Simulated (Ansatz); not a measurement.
The calculation's input:

```
basis:
  gaussian:
    orbitals: def2-SVPD
crystal:
  periodic: [false, false, false]
  atoms:
    - {symbol: C, position_ang: [1.968808, 0.839909, -0.627338]}
    - {symbol: C, position_ang: [0.711958, 0.410073, -0.056481]}
    - {symbol: Al, position_ang: [-2.054466, -0.535965, 1.198795]}
    - {symbol: N, position_ang: [-0.287529, 0.067907, 0.397484]}
    - {symbol: O, position_ang: [-2.719300, -1.366960, -0.157180]}
    - {symbol: O, position_ang: [-2.733254, 0.998698, 1.592215]}
    - {symbol: O, position_ang: [-1.466922, -1.496701, 2.503707]}
    - {symbol: H, position_ang: [2.791105, 0.599279, 0.061505]}
    - {symbol: H, position_ang: [2.136833, 0.326011, -1.584557]}
    - {symbol: H, position_ang: [1.946618, 1.925571, -0.798768]}
    - {symbol: H, position_ang: [-3.510021, -1.020813, -0.573147]}
    - {symbol: H, position_ang: [-2.870245, 1.226971, 2.512550]}
    - {symbol: H, position_ang: [-1.629561, -2.440881, 2.498120]}
hamiltonian:
  xc: pbe0
output: {forces: true, orbitals: {seedname: orbitals}}
```

Command:

```sh
ansatz run input.yaml --threads 2 --pin off --max-ram 6090MiB --events-out events.jsonl --progress --plain --runs-dir runs
```

Geometry: PBE0-D4/def2-SVP.

Theory: Ansatz, isolated molecule in a Gaussian basis; Kohn-Sham density functional theory, functional PBE0.

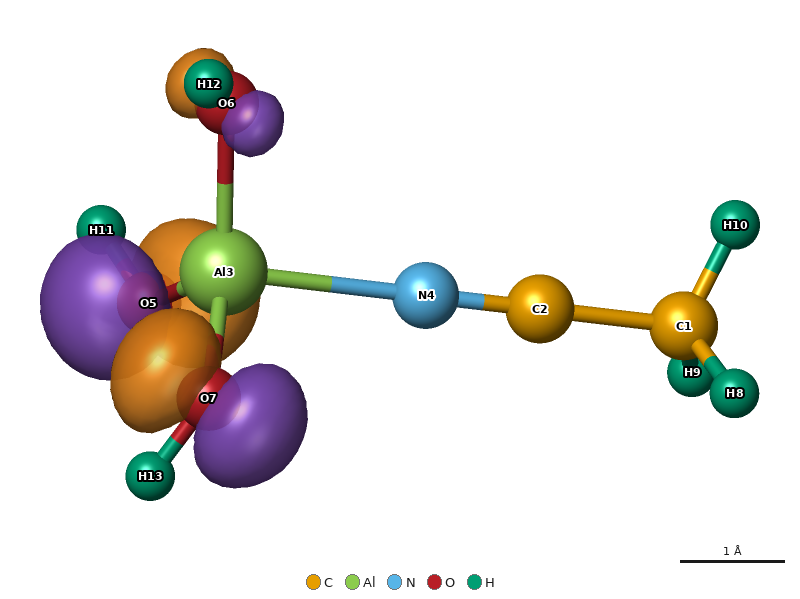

C₂H₆AlNO₃ (SMILES CC#[N+][Al-]([OH])([OH])[OH]). The HOMO at ±0.2 Å⁻³ᐟ² (orange and purple are the two phases), seen at a tilt.

### What is the character of this orbital?

Its weight (Hirshfeld) is mainly on O5 (about 50 %) and O7 (about 30 %); largely a combination of lone pairs on O5 and O7. It is one of a degenerate set, so its orientation is arbitrary. Its energy is −7.83 eV.
